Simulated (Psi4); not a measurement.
# [NH2]− (SMILES [NH2-]): wB97X-D/6-311+G(d,p) (sweep point 6)

Wanted: a single-point energy of [NH2]−. Input form: a Python script.

Program for the calculation: Psi4 1.11.

6 further runs of the same task are left out: 6 set aside as unsound or not needed.

### 1 The molecule

The species is [NH2]− (3 atoms), meant as a singlet with charge -1. As SMILES, `[NH2-]`. Geometry: relaxed at PBE0-D4/def2-TZVPD.

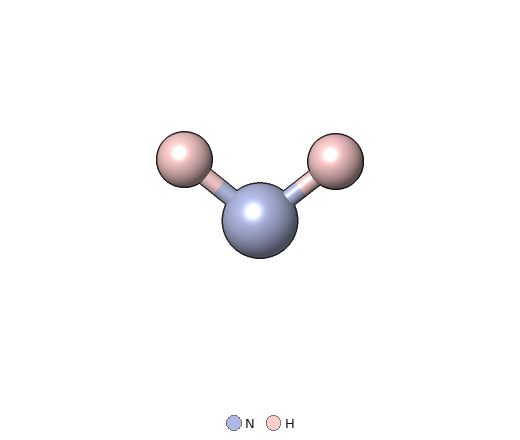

The structure, seen from a chosen angle (nitrogen light blue, hydrogen pink).

### 2 A single-point energy at wB97X-D/6-311+G(d,p) (sweep point 6)

The input, h2n.py:

```python
import psi4

psi4.set_memory('1600 MB')
psi4.set_num_threads(1)
psi4.set_output_file('run.log', False)

mol = psi4.geometry("""
-1 1
N      0.342200    -0.203000     0.168700
H      0.125500     0.801200     0.156000
H     -0.467700    -0.598200    -0.324700
symmetry c1
""")

psi4.set_options({
    'basis': '6-311+G**',
    'puream': True,
    'scf_type': 'pk',
    'dft_radial_points': 99,
    'dft_spherical_points': 590,
    'd_convergence': 1e-08,
    'e_convergence': 1e-08,
})

e, wfn = psi4.energy('wb97x-d', return_wfn=True)
print('E =', round(e, 9))
```

Launch:

```sh
python h2n.py
```

run.log:

```text
[...]
  Running in c1 symmetry.
[...]
  Nuclear repulsion =    7.542852415995356
[...]
  Multiplicity = 1
[...]
  Nalpha       = 5
  Nbeta        = 5
[...]
    Number of basis functions: 34
[...]
   @RKS iter   1:   -55.51121519081399   -2.16130e-01   2.67009e-02 ADIIS/DIIS
[...]
   @RKS iter  11:   -55.89814653757514   -2.98428e-12   8.28959e-09 DIIS
[...]
    Orbital Energies [Eh]
    ---------------------
    Doubly Occupied:
       1A    -14.097741     2A     -0.594039     3A     -0.228620
       4A     -0.082948     5A     -0.009325
[...]
  @RKS Final Energy:   -55.89814653757514
   => Energetics <=
    Nuclear Repulsion Energy =              7.5428524159953563
    One-Electron Energy =                 -93.2814587140468632
    Two-Electron Energy =                  35.1412561699363479
    DFT Exchange-Correlation Energy =      -5.3007598881090363
    Empirical Dispersion Energy =          -0.0000365213509425
    VV10 Nonlocal Energy =                  0.0000000000000000
    Total Energy =                        -55.8981465375751370
[...]
 Multipole Moments:
 ------------------------------------------------------------------------------------
     Multipole            Electronic (a.u.)      Nuclear  (a.u.)        Total (a.u.)
 ------------------------------------------------------------------------------------
 L = 1.  Multiply by 2.5417464519 to convert [e a0] to [Debye]
 Dipole X            :          0.2239356           -0.9370214           -0.7130859
 Dipole Y            :         -0.1198101            0.5013879            0.3815778
 Dipole Z            :         -0.0000000           -0.0000000           -0.0000000
 Magnitude           :                                                    0.8087602
[...]
```

Standard output:

```text
E = -55.898146538
```

Run time: 7.5 s. Hardware: 1 thread of Intel Xeon Platinum 8488C (Sapphire Rapids), shared host; peak memory 0.38 GiB.

### 3 What came out

At wB97X-D/6-311+G** (sweep point 6):

| quantity | value |
| --- | --- |
| total energy | -55.89815 Eh |
| HOMO energy | -0.25 eV |
| LUMO energy | 7.92 eV |
| HOMO–LUMO gap (to an unbound level, set by the basis) | 8.17 eV |
| dispersion energy | -0.10 kJ/mol |
